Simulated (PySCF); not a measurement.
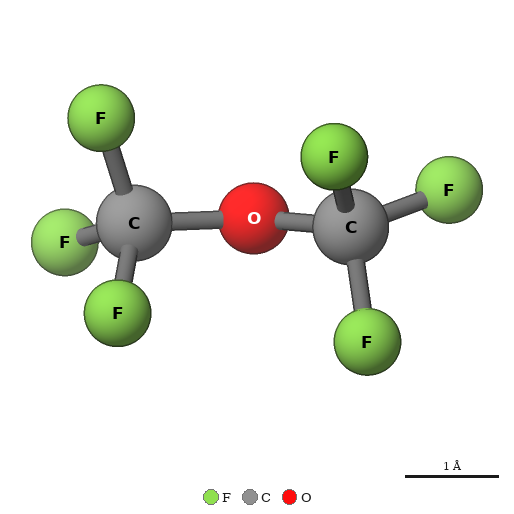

A ball-and-stick model of a molecule.

The computed structure is the end point of a PBE0-D3(BJ)/def2-SVP optimisation. No frequency run is at hand to confirm it as a minimum.

Which formula does it have?

Answer. C₂F₆O, 9 atoms: 2 carbon, 6 fluorine and 1 oxygen.

Name functional groups in it.

Answer. Among them: ether, C–F bond.

What is its SMILES?

Answer. FC(F)(F)OC(F)(F)F

Does it have rings?

Answer. It has no ring.

More results for the same structure follow; atom numbers are the same in all pictures, views and colours differ.

### Shape

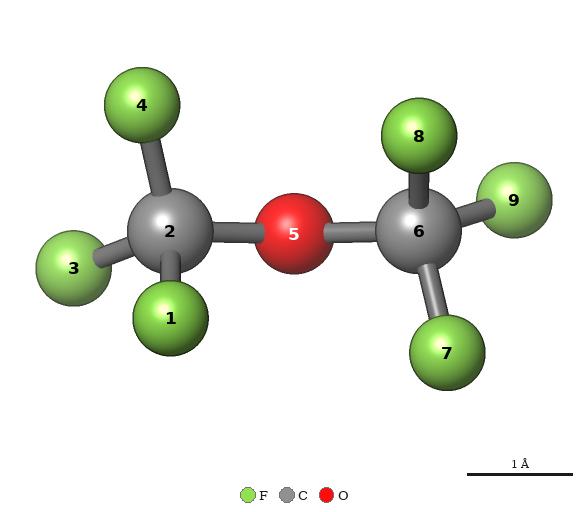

No frequency run is at hand to confirm it as a minimum.

List the bonds and their lengths.

```tsv
bond	length (Å)	order
F1–C2	1.323	single
C2–F3	1.313	single
C2–F4	1.321	single
C2–O5	1.370	single
O5–C6	1.369	single
C6–F7	1.322	single
C6–F8	1.324	single
C6–F9	1.313	single
```

### Quadrupole coupling

No frequency run is at hand to confirm it as a minimum. Electric field gradients from the ground-state density, PBE0/pcSseg-1 (PySCF 2.14.0), non-relativistic apart from any core potentials.

Give the largest field-gradient component, the quadrupole coupling constant and the asymmetry for 17O at O5 (Q = −25.6 mb).

```tsv
atom	V_zz (a.u.)	e²qQ/h (MHz)	η
O5	2.034	−12.24	0.75
```

### Electronic properties

No frequency run is at hand to confirm it as a minimum. Method: ωB97X-D/def2-SVPD, gas phase (PySCF 2.14.0). Excitations: vertical, linear response.

Estimate the HOMO energy (Kohn–Sham orbital).

Answer. −13.50 eV.

What is the mean static polarisability?

Answer. 35.6 bohr³.

What is the dipole moment?

Answer. 0.02 D.

Give the HOMO–LUMO gap at this level.

Answer. 15.73 eV.

### NMR shielding

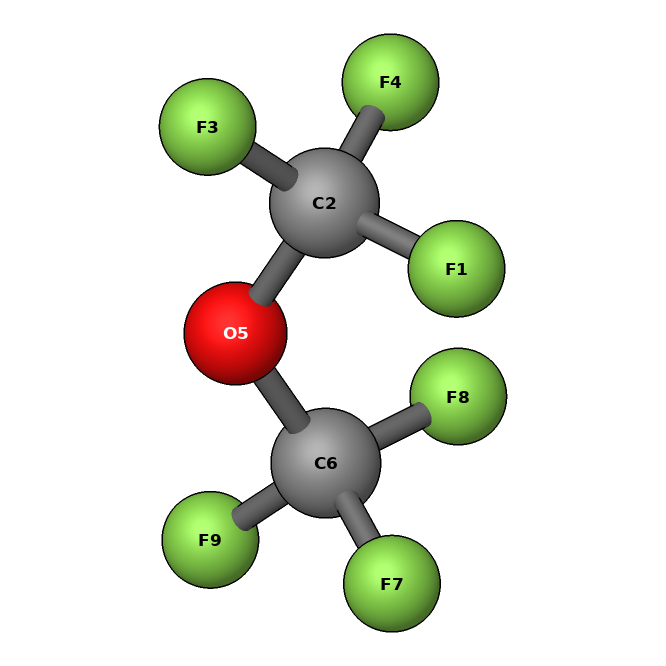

No frequency run is at hand to confirm it as a minimum. Properties computed with GIAO PBE0/pcSseg-1 NMR shielding, non-relativistic, gas phase (PySCF 2.14.0). Principal shieldings σ11 ≤ σ22 ≤ σ33, span Ω = σ33 − σ11, skew κ = 3(σiso − σ22)/Ω.

Give the shielding tensors of the C atoms.

```tsv
atom	σ11	σ22	σ33	σiso	Ω	κ
C2, C6	54.5	59.1	64.9	59.5	10.4	0.11
```

Shieldings and span in ppm.

### Spin–spin coupling

No frequency run is at hand to confirm it as a minimum. Properties computed with B3LYP/pcJ-1 indirect spin-spin coupling, non-relativistic, gas phase (PySCF 2.14.0). Isotopes: 13C, 19F, 17O.

Give the spin–spin coupling constants of these pairs, with the number of bonds between them: C2/O5, C2/F3, F3/F4, O5/F7, O5/F9, F7/F9, C2/F7, C2/F8, F3/C6, F4/C6.

| pair | bonds apart | J (Hz) |
| --- | --- | --- |
| C2, O5 | 1 | 16.8 |
| C2, F3 | 1 | −329.9 |
| F3, F4 | 2 | −1.2 |
| O5, F7 | 2 | −7.1 |
| O5, F9 | 2 | −52.0 |
| F7, F9 | 2 | −1.3 |
| C2, F7 | 3 | −1.5 |
| C2, F8 | 3 | −1.2 |
| F3, C6 | 3 | 9.8 |
| F4, C6 | 3 | −1.5 |

Density functionals are unreliable for couplings to fluorine, so those rows may be far off.
